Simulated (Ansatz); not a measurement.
# PH (triplet): the correlation ladder, aug-cc-pVDZ

How much of the correlation energy of PH (triplet) does each wave-function method recover here?

The runs use Ansatz 0.2.0, Gaussian basis; aug-cc-pVDZ, core rule «outside noble gas», up to 5 orbitals frozen.

The runs, in order: UHF; CCSD(T) on ROHF; CCSD(T) on UHF; BCCD(T) on ROHF; CISD; CCSDT(Q) on ROHF; CCSDT(Q) on UHF; CASSCF and MRCISD+Q, 6 electrons in 5 orbitals; CASSCF and NEVPT4(SD), 6 electrons in 5 orbitals; CASSCF and NEVPT2, 6 electrons in 5 orbitals; Full CI.

22 further runs of the same task are left out: 1 for a mislabelled method, 8 that didn't finish, 13 set aside as unsound or not needed.

**1. The geometry**

The geometry is a PBE0/def2-TZVP stationary point (not a proven minimum).

2 atoms, charge 0, spin multiplicity 3.

Atoms are counted from 1 here; the program's logs count them from 0.

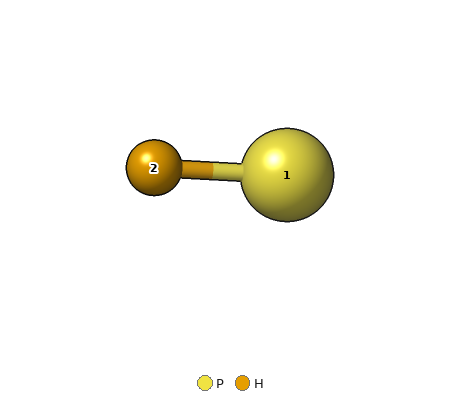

The geometry (phosphorus yellow, hydrogen amber); atoms are numbered from 1 in the order of the file.

As a file:

```xyz
2

P     0.00000    0.00000    0.00000
H     0.00000    0.00000    1.42820
```

In the tables R marks a restricted open-shell determinant and U an unrestricted one; 'valence' is the active space of 6 electrons in 5 orbitals; energies count from the table's Hartree-Fock row.

**2. UHF**

The input, in.yaml:

```yaml
crystal:
  periodic: [false, false, false]
  atoms:
    - {symbol: P, position_ang: [0.000000, 0.000000, 0.000000]}
    - {symbol: H, position_ang: [0.000000, 0.000000, 1.428200]}
basis:
  gaussian: {orbitals: aug-cc-pVDZ}
magnetization: {spin_polarized: true, initial_magnetization: 2}
hamiltonian: {xc: hf}
output: {orbitals: {seedname: orbitals}}
```

Run with:

```sh
ansatz run in.yaml --threads 1 --pin off --events-out ev --progress --plain --max-ram 2393MiB
```

Log:

```text
Functional definition: HF
  name "HF"
  cite "Fock, Z. Phys. 61, 126 (1930) doi:10.1007/BF01340294"
  parent pbe
  exchange = exact_x
  correlation = 0
365 factors; integrals over basis functions are off by at most 1.1e-3 eV
mean field evaluation 1: about -9286.5335 eV, gradient 5.2e0 eV
mean field evaluation 2: about -9286.5336 eV, gradient 5.2e0 eV
mean field evaluation 4: about -9286.9158 eV, gradient 5.2e-1 eV
mean field evaluation 8: about -9286.9213 eV, gradient 1.8e-3 eV
mean field -9286.92132031 eV, -341.2880636201 hartree, gradient 8.6e-6 eV, S^2 2.024193; 0 other end points of the search recorded, 0 dependent functions left out
reference -9286.92132031 eV, -341.2880636201 hartree; 9, 7 occupied and 27, 29 virtual orbitals, 365 factors
Total energy: -9286.92132031 eV, -341.2880636201 hartree
```

Wall time 0.09 s (1 thread of AMD EPYC 9R45, shared host).

From the report: ⟨S²⟩ of the determinant 2.024 (pure triplet: 2.00).

**3. CCSD(T) on ROHF**

The input, in.yaml:

```yaml
crystal:
  periodic: [false, false, false]
  atoms:
    - {symbol: P, position_ang: [0.000000, 0.000000, 0.000000]}
    - {symbol: H, position_ang: [0.000000, 0.000000, 1.428200]}
basis:
  gaussian: {orbitals: aug-cc-pVDZ}
magnetization: {spin_polarized: false, initial_magnetization: 2}
correlation: {method: ccsd_t, electrons: outside_noble_gas}
output: {forces: true}
```

The command is unchanged.

Log (excerpt; [...] marks lines left out):

```text
Functional definition: HF
  name "HF"
  cite "Fock, Z. Phys. 61, 126 (1930) doi:10.1007/BF01340294"
  parent pbe
[...]
365 factors; integrals over basis functions are off by at most 1.1e-3 eV
[...]
mean field -9286.74359595 eV, -341.2815323701 hartree, gradient 1.6e-6 eV, S^2 2.000000; 0 other end points of the search recorded, 0 dependent functions left out
5 core orbitals not correlated: weight in the atoms' cores, before any rotation towards them, 1.000 or more for the frozen orbitals, at most 0.000 for the correlated occupied ones
reference -9286.74359595 eV, -341.2815323701 hartree; 4, 2 occupied and 27, 29 virtual orbitals, 365 factors
second order -2.45965008 eV of doubles, -0.09452021 eV of singles
cycle   1  -3.01671415 eV  change   -4.6e-1 eV  update   5.0e-2
[...]
cycle  11  -3.16675329 eV  change    3.1e-8 eV  update   6.9e-7
perturbative correction -0.07458665 eV, -0.0027410087 hartree
[...]
Total energy: -9289.98493588 eV, -341.4006494158 hartree
Atom 0 at     0.000000     0.000000     0.000000 Å, force     0.000000     0.000000    -0.350625 eV/Å
Atom 1 at     0.000000     0.000000     1.428200 Å, force     0.000000    -0.000000     0.350625 eV/Å
Dipole moment:     0.000000    -0.000000     0.086898 e Å
```

It took 0.45 s on 1 thread of AMD EPYC 9R45, shared host.

From the report: correlation -3.2413 eV; T1 0.021; largest double amplitude 0.06.

**4. CCSD(T) on UHF**

Changes to in.yaml since step 3:

```diff
@@ -7,3 +7,3 @@
   gaussian: {orbitals: aug-cc-pVDZ}
-magnetization: {spin_polarized: false, initial_magnetization: 2}
+magnetization: {spin_polarized: true, initial_magnetization: 2}
 correlation: {method: ccsd_t, electrons: outside_noble_gas}
```

Launched as before.

Log (excerpt; [...] marks lines left out):

```text
Functional definition: HF
  name "HF"
  cite "Fock, Z. Phys. 61, 126 (1930) doi:10.1007/BF01340294"
  parent pbe
[...]
365 factors; integrals over basis functions are off by at most 1.1e-3 eV
[...]
mean field -9286.92132031 eV, -341.2880636201 hartree, gradient 2.4e-6 eV, S^2 2.024193; 0 other end points of the search recorded, 0 dependent functions left out
5 core orbitals not correlated: weight in the atoms' cores, before any rotation towards them, 1.000 or more for the frozen orbitals, at most 0.000 for the correlated occupied ones
reference -9286.92132031 eV, -341.2880636201 hartree; 4, 2 occupied and 27, 29 virtual orbitals, 365 factors
second order -2.34981525 eV of doubles, -0.00000000 eV of singles
cycle   1  -2.80830219 eV  change   -4.6e-1 eV  update   5.4e-2
[...]
cycle  11  -2.99326232 eV  change   -4.2e-7 eV  update   8.9e-7
perturbative correction -0.07109950 eV, -0.0026128583 hartree
[...]
Total energy: -9289.98568213 eV, -341.4006768398 hartree
Atom 0 at     0.000000     0.000000     0.000000 Å, force     0.000000    -0.000000    -0.350066 eV/Å
Atom 1 at     0.000000     0.000000     1.428200 Å, force     0.000000     0.000000     0.350066 eV/Å
Dipole moment:     0.000000     0.000000     0.087015 e Å
```

It took 0.45 s on 1 thread of AMD EPYC 9R45, shared host.

From the report: ⟨S²⟩ of the determinant 2.024 (pure triplet: 2.00); correlation -3.0644 eV; T1 0.016; largest double amplitude 0.06.

**5. BCCD(T) on ROHF**

The input, in.yaml:

```yaml
crystal:
  periodic: [false, false, false]
  atoms:
    - {symbol: P, position_ang: [0.000000, 0.000000, 0.000000]}
    - {symbol: H, position_ang: [0.000000, 0.000000, 1.428200]}
basis:
  gaussian: {orbitals: aug-cc-pVDZ}
magnetization: {spin_polarized: false, initial_magnetization: 2}
correlation: {method: bccd_t, electrons: outside_noble_gas}
```

The command is unchanged.

Log (excerpt; [...] marks lines left out):

```text
Functional definition: HF
  name "HF"
  cite "Fock, Z. Phys. 61, 126 (1930) doi:10.1007/BF01340294"
  parent pbe
[...]
365 factors; integrals over basis functions are off by at most 1.1e-3 eV
[...]
mean field -9286.74359595 eV, -341.2815323701 hartree, gradient 1.6e-6 eV, S^2 2.000000; 0 other end points of the search recorded, 0 dependent functions left out
5 core orbitals not correlated: weight in the atoms' cores, before any rotation towards them, 1.000 or more for the frozen orbitals, at most 0.000 for the correlated occupied ones
reference -9286.74359595 eV, -341.2815323701 hartree; 4, 2 occupied and 27, 29 virtual orbitals, 365 factors
second order -2.45965008 eV of doubles, -0.09452021 eV of singles
cycle   1  -3.02637254 eV  change   -4.7e-1 eV  update   5.0e-2
[...]
cycle   9  -3.16793316 eV  change    3.5e-6 eV  update   3.1e-6
perturbative correction -0.07369126 eV, -0.0027081038 hartree
Total energy: -9289.98522036 eV, -341.4006598702 hartree
```

It took 0.3 s on 1 thread of AMD EPYC 9R45, shared host.

From the report: correlation -3.2416 eV; largest double amplitude 0.06.

**6. CISD**

Changes to in.yaml since step 5:

```diff
@@ -8,2 +8,2 @@
 magnetization: {spin_polarized: false, initial_magnetization: 2}
-correlation: {method: bccd_t, electrons: outside_noble_gas}
+correlation: {active_space: {ras: {orbitals: [2, 2, 27], electrons: 6, max_holes: 2, max_particles: 2}, fixed_orbitals: true}}
```

Launched as before.

Log:

```text
Functional definition: HF
  name "HF"
  cite "Fock, Z. Phys. 61, 126 (1930) doi:10.1007/BF01340294"
  parent pbe
  exchange = exact_x
  correlation = 0
365 factors; integrals over basis functions are off by at most 1.1e-3 eV
mean field evaluation 1: about -9286.4272 eV, gradient 5.8e0 eV
mean field evaluation 2: about -9286.4273 eV, gradient 5.8e0 eV
mean field evaluation 4: about -9286.7409 eV, gradient 5.4e-1 eV
mean field evaluation 8: about -9286.7436 eV, gradient 8.6e-5 eV
mean field -9286.74359595 eV, -341.2815323701 hartree, gradient 1.6e-6 eV, S^2 2.000000; 0 other end points of the search recorded, 0 dependent functions left out
reference -9286.74359595 eV, -341.2815323701 hartree; 9, 7 occupied and 27, 29 virtual orbitals, 365 factors
state -9289.82335997 eV, -341.3947116103 hartree
Total energy: -9289.82335997 eV, -341.3947116103 hartree
```

Run time: 0.33 s. Hardware: 1 thread of AMD EPYC 9R45, shared host.

From the report: 7,600 determinants.

**7. CCSDT(Q) on ROHF**

Changes to in.yaml since step 6:

```diff
@@ -8,2 +8,2 @@
 magnetization: {spin_polarized: false, initial_magnetization: 2}
-correlation: {active_space: {ras: {orbitals: [2, 2, 27], electrons: 6, max_holes: 2, max_particles: 2}, fixed_orbitals: true}}
+correlation: {method: ccsdt_q, electrons: outside_noble_gas}
```

The command is unchanged.

Log (excerpt; [...] marks lines left out):

```text
Functional definition: HF
  name "HF"
  cite "Fock, Z. Phys. 61, 126 (1930) doi:10.1007/BF01340294"
  parent pbe
[...]
591 factors; integrals over basis functions are off by at most 1.0e-7 eV
[...]
mean field -9286.74359966 eV, -341.2815325065 hartree, gradient 1.6e-6 eV, S^2 2.000000; 0 other end points of the search recorded, 0 dependent functions left out
5 core orbitals not correlated: weight in the atoms' cores, before any rotation towards them, 1.000 or more for the frozen orbitals, at most 0.000 for the correlated occupied ones
reference -9286.74359966 eV, -341.2815325065 hartree; 4, 2 occupied and 27, 29 virtual orbitals, 591 factors
second order -2.45965537 eV of doubles, -0.09452017 eV of singles
cycle   1  -3.01671293 eV  change   -4.6e-1 eV  update   5.5e-2
[...]
cycle  15  -3.25881072 eV  change    3.9e-8 eV  update   1.0e-7
perturbative correction -0.00300423 eV, -0.0001104034 hartree
Total energy: -9290.00541461 eV, -341.4014019950 hartree
```

Run time: 1.6 s. Hardware: 1 thread of AMD EPYC 9R45, shared host.

From the report: correlation -3.2618 eV; T1 0.021; largest double amplitude 0.06.

**8. CCSDT(Q) on UHF**

Changes to in.yaml since step 7:

```diff
@@ -7,3 +7,3 @@
   gaussian: {orbitals: aug-cc-pVDZ}
-magnetization: {spin_polarized: false, initial_magnetization: 2}
+magnetization: {spin_polarized: true, initial_magnetization: 2}
 correlation: {method: ccsdt_q, electrons: outside_noble_gas}
```

The command is unchanged.

Log (excerpt; [...] marks lines left out):

```text
Functional definition: HF
  name "HF"
  cite "Fock, Z. Phys. 61, 126 (1930) doi:10.1007/BF01340294"
  parent pbe
[...]
591 factors; integrals over basis functions are off by at most 1.0e-7 eV
[...]
mean field -9286.92132404 eV, -341.2880637573 hartree, gradient 2.4e-6 eV, S^2 2.024193; 0 other end points of the search recorded, 0 dependent functions left out
5 core orbitals not correlated: weight in the atoms' cores, before any rotation towards them, 1.000 or more for the frozen orbitals, at most 0.000 for the correlated occupied ones
reference -9286.92132404 eV, -341.2880637573 hartree; 4, 2 occupied and 27, 29 virtual orbitals, 591 factors
second order -2.34982039 eV of doubles, -0.00000000 eV of singles
cycle   1  -2.80830097 eV  change   -4.6e-1 eV  update   5.8e-2
[...]
cycle  15  -3.08163511 eV  change    1.4e-7 eV  update   1.7e-7
perturbative correction -0.00275090 eV, -0.0001010935 hartree
Total energy: -9290.00571005 eV, -341.4014128522 hartree
```

Wall time 1.4 s (1 thread of AMD EPYC 9R45, shared host).

From the report: ⟨S²⟩ of the determinant 2.024 (pure triplet: 2.00); correlation -3.0844 eV; T1 0.017; largest double amplitude 0.07.

**9. CASSCF and MRCISD+Q, 6 electrons in 5 orbitals**

The input, in.yaml:

```yaml
crystal:
  periodic: [false, false, false]
  atoms:
    - {symbol: P, position_ang: [0.000000, 0.000000, 0.000000]}
    - {symbol: H, position_ang: [0.000000, 0.000000, 1.428200]}
basis:
  gaussian: {orbitals: aug-cc-pVDZ}
magnetization: {spin_polarized: false, initial_magnetization: 2}
correlation: {method: fic_mrcisd_q, electrons: outside_noble_gas, active_space: {window: {electrons: 6, orbitals: 5}, shells: [{species: H, l: s, shell: 1}, {species: P, l: s, shell: 3}, {species: P, l: p, shell: 3}]}}
```

The command is unchanged.

Log (excerpt; [...] marks lines left out):

```text
Functional definition: HF
  name "HF"
  cite "Fock, Z. Phys. 61, 126 (1930) doi:10.1007/BF01340294"
  parent pbe
[...]
591 factors; integrals over basis functions are off by at most 1.0e-7 eV
[...]
mean field -9286.74359966 eV, -341.2815325065 hartree, gradient 1.6e-6 eV, S^2 2.000000; 0 other end points of the search recorded, 0 dependent functions left out
reference -9286.74359966 eV, -341.2815325065 hartree; 9, 7 occupied and 27, 29 virtual orbitals, 591 factors
state -9287.29674787 eV, -341.3018603285 hartree
contracted CI cycle   1: correlation 0.00000000 eV, 0.0000000000 hartree, residual 1.14e1 eV
contracted CI cycle   2: correlation -2.49311360 eV, -0.0916202350 hartree, residual 2.10e0 eV
contracted CI cycle   3: correlation -2.57437604 eV, -0.0946065744 hartree, residual 4.20e-1 eV
contracted CI cycle   4: correlation -2.57777377 eV, -0.0947314387 hartree, residual 1.02e-1 eV
contracted CI cycle   5: correlation -2.57797818 eV, -0.0947389508 hartree, residual 2.51e-2 eV
contracted CI cycle   6: correlation -2.57798975 eV, -0.0947393758 hartree, residual 5.44e-3 eV
contracted CI cycle   7: correlation -2.57799031 eV, -0.0947393964 hartree, residual 1.22e-3 eV
contracted CI cycle   8: correlation -2.57799034 eV, -0.0947393975 hartree, residual 2.95e-4 eV
state -9287.29674787 eV, -341.3018603285 hartree; corrected -9290.03007042 eV, -341.4023080792 hartree
Total energy: -9290.03007042 eV, -341.4023080792 hartree
Checks for a lower state left out: starts, orbital_swaps
```

Wall time 0.36 s (1 thread of AMD EPYC 9R45, shared host).

From the report: 24 determinants; active occupations 1.99, 1.97, 1.00, 1.00, 0.03.

**10. CASSCF and NEVPT4(SD), 6 electrons in 5 orbitals**

The input, in.yaml:

```yaml
crystal:
  periodic: [false, false, false]
  atoms:
    - {symbol: P, position_ang: [0.000000, 0.000000, 0.000000]}
    - {symbol: H, position_ang: [0.000000, 0.000000, 1.428200]}
basis:
  gaussian: {orbitals: aug-cc-pVDZ}
magnetization: {spin_polarized: false, initial_magnetization: 2}
correlation: {method: fic_nevpt4_sd, electrons: outside_noble_gas, active_space: {window: {electrons: 6, orbitals: 5}, shells: [{species: H, l: s, shell: 1}, {species: P, l: s, shell: 3}, {species: P, l: p, shell: 3}]}}
```

Same command.

Log:

```text
Functional definition: HF
  name "HF"
  cite "Fock, Z. Phys. 61, 126 (1930) doi:10.1007/BF01340294"
  parent pbe
  exchange = exact_x
  correlation = 0
591 factors; integrals over basis functions are off by at most 1.0e-7 eV
mean field evaluation 1: about -9286.4273 eV, gradient 5.8e0 eV
mean field evaluation 2: about -9286.4273 eV, gradient 5.8e0 eV
mean field evaluation 4: about -9286.7408 eV, gradient 5.4e-1 eV
mean field evaluation 8: about -9286.7436 eV, gradient 8.7e-5 eV
mean field -9286.74359966 eV, -341.2815325065 hartree, gradient 1.6e-6 eV, S^2 2.000000; 0 other end points of the search recorded, 0 dependent functions left out
reference -9286.74359966 eV, -341.2815325065 hartree; 9, 7 occupied and 27, 29 virtual orbitals, 591 factors
state -9287.29674787 eV, -341.3018603285 hartree
state -9287.29674787 eV, -341.3018603285 hartree; corrected -9289.95931772 eV, -341.3997079656 hartree
Total energy: -9289.95931772 eV, -341.3997079656 hartree
Checks for a lower state left out: starts, orbital_swaps
```

It took 0.33 s on 1 thread of AMD EPYC 9R45, shared host.

From the report: 24 determinants; active occupations 1.99, 1.97, 1.00, 1.00, 0.03.

**11. CASSCF and NEVPT2, 6 electrons in 5 orbitals**

The input, in.yaml:

```yaml
crystal:
  periodic: [false, false, false]
  atoms:
    - {symbol: P, position_ang: [0.000000, 0.000000, 0.000000]}
    - {symbol: H, position_ang: [0.000000, 0.000000, 1.428200]}
basis:
  gaussian: {orbitals: aug-cc-pVDZ}
magnetization: {spin_polarized: false, initial_magnetization: 2}
correlation: {method: sc_nevpt2, electrons: outside_noble_gas, active_space: {window: {electrons: 6, orbitals: 5}, shells: [{species: H, l: s, shell: 1}, {species: P, l: s, shell: 3}, {species: P, l: p, shell: 3}]}}
```

Launched as before.

Log:

```text
Functional definition: HF
  name "HF"
  cite "Fock, Z. Phys. 61, 126 (1930) doi:10.1007/BF01340294"
  parent pbe
  exchange = exact_x
  correlation = 0
591 factors; integrals over basis functions are off by at most 1.0e-7 eV
mean field evaluation 1: about -9286.4273 eV, gradient 5.8e0 eV
mean field evaluation 2: about -9286.4273 eV, gradient 5.8e0 eV
mean field evaluation 4: about -9286.7408 eV, gradient 5.4e-1 eV
mean field evaluation 8: about -9286.7436 eV, gradient 8.7e-5 eV
mean field -9286.74359966 eV, -341.2815325065 hartree, gradient 1.6e-6 eV, S^2 2.000000; 0 other end points of the search recorded, 0 dependent functions left out
reference -9286.74359966 eV, -341.2815325065 hartree; 9, 7 occupied and 27, 29 virtual orbitals, 591 factors
state -9287.29674787 eV, -341.3018603285 hartree
state -9287.29674787 eV, -341.3018603285 hartree; corrected -9289.33833003 eV, -341.3768870889 hartree
Total energy: -9289.33833003 eV, -341.3768870889 hartree
Checks for a lower state left out: starts, orbital_swaps
```

Run time: 0.21 s. Hardware: 1 thread of AMD EPYC 9R45, shared host.

From the report: 24 determinants; active occupations 1.99, 1.97, 1.00, 1.00, 0.03.

**12. Full CI**

The input, in.yaml:

```yaml
crystal:
  periodic: [false, false, false]
  atoms:
    - {symbol: P, position_ang: [0.000000, 0.000000, 0.000000]}
    - {symbol: H, position_ang: [0.000000, 0.000000, 1.428200]}
basis:
  gaussian: {orbitals: aug-cc-pVDZ}
magnetization: {spin_polarized: false, initial_magnetization: 2}
correlation: {method: fci, electrons: outside_noble_gas}
```

Launched as before.

Log:

```text
Functional definition: HF
  name "HF"
  cite "Fock, Z. Phys. 61, 126 (1930) doi:10.1007/BF01340294"
  parent pbe
  exchange = exact_x
  correlation = 0
591 factors; integrals over basis functions are off by at most 1.0e-7 eV
mean field evaluation 1: about -9286.4273 eV, gradient 5.8e0 eV
mean field evaluation 2: about -9286.4273 eV, gradient 5.8e0 eV
mean field evaluation 4: about -9286.7408 eV, gradient 5.4e-1 eV
mean field evaluation 8: about -9286.7436 eV, gradient 8.7e-5 eV
mean field -9286.74359966 eV, -341.2815325065 hartree, gradient 1.6e-6 eV, S^2 2.000000; 0 other end points of the search recorded, 0 dependent functions left out
mean field evaluation 16: about -9286.9204 eV, gradient 1.8e-1 eV
5 core orbitals not correlated: weight in the atoms' cores, before any rotation towards them, 1.000 or more for the frozen orbitals, at most 0.000 for the correlated occupied ones
reference -9286.74359966 eV, -341.2815325065 hartree; 4, 2 occupied and 27, 29 virtual orbitals, 591 factors
state -9290.00593594 eV, -341.4014211536 hartree
Total energy: -9290.00593594 eV, -341.4014211536 hartree
```

It took 24 s on 1 thread of AMD EPYC 9R45, shared host; peak memory 0.6 GiB.

From the report: 5,037,396 determinants, symmetry A2.

**13. How many determinants matter**

Natural occupations of the FCI state about the gap (report; correlated orbitals 1 to 10): 1.955, 1.930, 0.989, 0.989, 0.041, 0.014, 0.014, 0.014, 0.014, 0.011. The count of effectively unpaired electrons, Σ n²(2 − n)², is 2.04; a single determinant of this spin has 2.

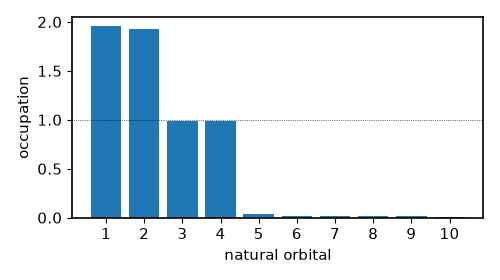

Natural occupations of the FCI state.

**14. The ladder**

The yardstick is full CI for this spin, exact in this basis with these frozen cores. Rows without a time come out of other runs: HF, MP2 and CCSD of CCSD(T), CCSDT of CCSDT(Q), CASSCF and MRCISD of the multireference runs. The times of RCCSD(T), UCCSD(T) include forces.

Differences are taken before rounding.

| method | energy from the lowest RHF (kJ/mol) | from FCI (kJ/mol) | time |
| --- | --- | --- | --- |
| RHF | 0.0 | +314.8 |  |
| UHF | -17.1 | +297.6 |  |
| RMP2 | -246.4 | +68.3 |  |
| UMP2 | -243.9 | +70.9 |  |
| CISD | -297.2 | +17.6 | 0.33 s |
| RCCSD | -305.5 | +9.2 |  |
| UCCSD | -306.0 | +8.8 |  |
| RCCSD(T) | -312.7 | +2.0 | 0.45 s |
| UCCSD(T) | -312.8 | +2.0 | 0.45 s |
| BCCD(T) | -312.8 | +2.0 | 0.3 s |
| RCCSDT | -314.4 | +0.3 |  |
| UCCSDT | -314.5 | +0.3 |  |
| RCCSDT(Q) | -314.7 | +0.1 | 1.6 s |
| UCCSDT(Q) | -314.7 | 0.0 | 1.4 s |
| CASSCF valence | -53.4 | +261.4 |  |
| NEVPT2 valence | -250.4 | +64.4 | 0.21 s |
| NEVPT4(SD) valence | -310.3 | +4.5 | 0.33 s |
| MRCISD valence | -302.1 | +12.7 |  |
| MRCISD+Q valence | -317.1 | -2.3 | 0.36 s |
| FCI | -314.8 | 0 | 24 s |

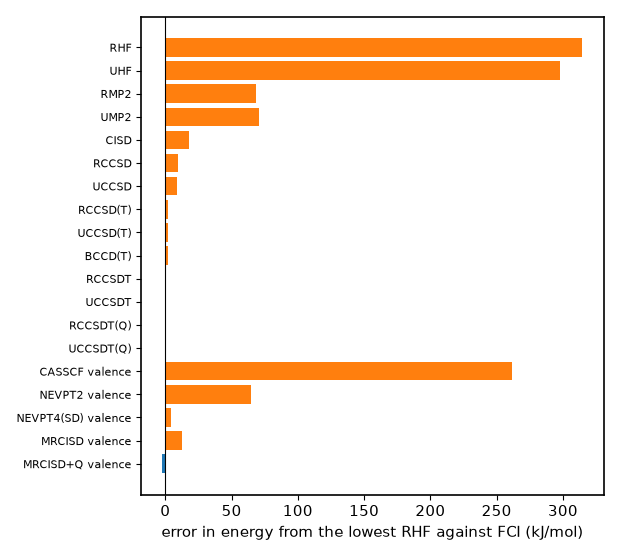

How far each level lands from FCI.

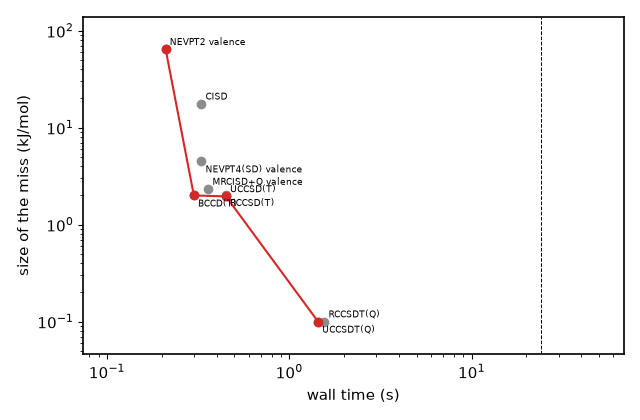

Miss against cost. Red marks the levels that no quicker level drawn beats (of those quicker than the yardstick), and the dashed line is the time of FCI. Misses under 0.1 kJ/mol are drawn at that value. Times are from a shared host. Runs this short are mostly start-up, so their order is noise.

**15. Outcome**

| quantity | value |
| --- | --- |
| FCI below the RHF energy | -3.2623 eV |
| RMP2 from FCI | +68.3 kJ/mol |
| UMP2 from FCI | +70.9 kJ/mol |
| RCCSD from FCI | +9.2 kJ/mol |
| RCCSD(T) from FCI | +2.0 kJ/mol |
| UCCSD(T) from FCI | +2.0 kJ/mol |
| RCCSDT(Q) from FCI | +0.1 kJ/mol |
| UCCSDT(Q) from FCI | 0.0 kJ/mol |
| NEVPT2 valence from FCI | +64.4 kJ/mol |
| NEVPT4(SD) valence from FCI | +4.5 kJ/mol |
| MRCISD+Q valence from FCI | -2.3 kJ/mol |
| levels within 1 kcal/mol (43 meV) | RCCSD(T), UCCSD(T), BCCD(T), RCCSDT, UCCSDT, RCCSDT(Q), UCCSDT(Q), MRCISD+Q valence |
| T1 diagnostic | 0.021 |
| effectively unpaired electrons | 2.04 |

RCCSD(T) misses by +2.0 kJ/mol, 0.6 % of the correlation energy. MRCISD+Q valence falls below full CI: the +Q correction isn't variational, and the cores differ from full CI's. One determinant dominates. Of the multireference levels listed MRCISD+Q valence comes nearest in total energy (-2.3 kJ/mol), which doesn't show that its space is the better one. These misses are within one basis, not against nature; the frozen cores of restricted and unrestricted runs differ, which can shift their rows.
